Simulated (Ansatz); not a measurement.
**CH₆AlClSSi: how energies converge with the basis set**

Aim: see how fast density functionals converge with the basis set for CH₆AlClSSi.

Computed with Ansatz 0.2.0, Gaussian basis. Level: one geometry, several basis sets.

The runs, in order: PBE0-D4/def2-SVP; ωB97M-V/def2-SVP; PBE0-D4/def2-QZVPP; ωB97M-V/def2-QZVPP; the functionals' def2-TZVPP values are taken from earlier runs.

## 1. The relaxed structure

The geometry comes from an earlier relaxation with PBE0-D4 in a triple-zeta def2 set; it is a stationary point, not always the lowest conformer.

SMILES `[SiH3][CH](Cl)[AlH][SH]`, 11 atoms, charge 0, spin multiplicity 1.

Atoms are counted from 1 here; the program's logs count them from 0.

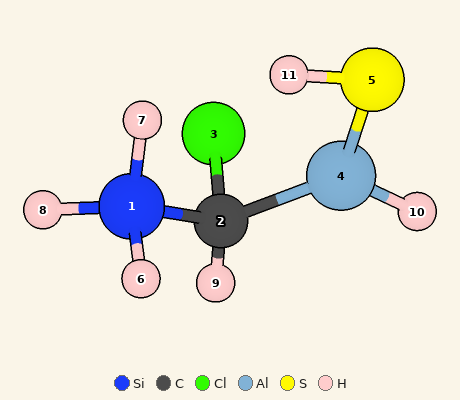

The geometry (silicon blue, carbon dark grey, chlorine green, aluminium light blue, sulfur yellow, hydrogen pink); atoms are numbered from 1 in the order of the file.

## 2. PBE0-D4 in def2-SVP

Contents of in.yaml:

```yaml
crystal:
  periodic: [false, false, false]
  atoms:
    - {symbol: Si, position_ang: [-1.420003, -0.233572, 0.775299]}
    - {symbol: C, position_ang: [0.421323, 0.062201, 0.833095]}
    - {symbol: Cl, position_ang: [1.328844, -1.545012, 0.649807]}
    - {symbol: Al, position_ang: [1.518213, 0.569743, -0.709725]}
    - {symbol: S, position_ang: [0.710750, 0.424556, -2.734455]}
    - {symbol: H, position_ang: [-2.082626, 1.087598, 0.939578]}
    - {symbol: H, position_ang: [-1.792953, -0.815156, -0.540204]}
    - {symbol: H, position_ang: [-1.869239, -1.157022, 1.849458]}
    - {symbol: H, position_ang: [0.754076, 0.474905, 1.786417]}
    - {symbol: H, position_ang: [2.965006, 1.153685, -0.500599]}
    - {symbol: H, position_ang: [-0.467891, -0.078826, -2.328069]}
basis:
  gaussian: {orbitals: def2-SVP}
hamiltonian: {xc: pbe0, dispersion: d4}
output: {orbitals: {seedname: orbitals}}
```

The run is started by

```sh
$ ansatz run in.yaml --threads 4 --pin off --events-out ev --progress --plain --max-ram 10444MiB
```

The runs that follow: ωB97M-V in def2-SVP; PBE0-D4 in def2-QZVPP; ωB97M-V in def2-QZVPP.

**Question.** What will the summary of the whole plan be? Wanted: PBE0-D4: double and triple zeta above quadruple; ωB97M-V: double and triple zeta above quadruple.

The runs gave:

| quantity | value |
| --- | --- |
| PBE0-D4: double and triple zeta above quadruple | 15.64, 1.23 eV |
| ωB97M-V: double and triple zeta above quadruple | 15.58, 1.17 eV |

PBE0-D4 gains 14.41 eV from double to triple zeta, then 1.23 eV more. These are total energies; as a rule much of such shifts cancels in differences, which this series doesn't test. The LUMO of ωB97M-V is positive and keeps falling with the basis (1.14 to 0.53 eV): an unbound level that the basis holds in place.
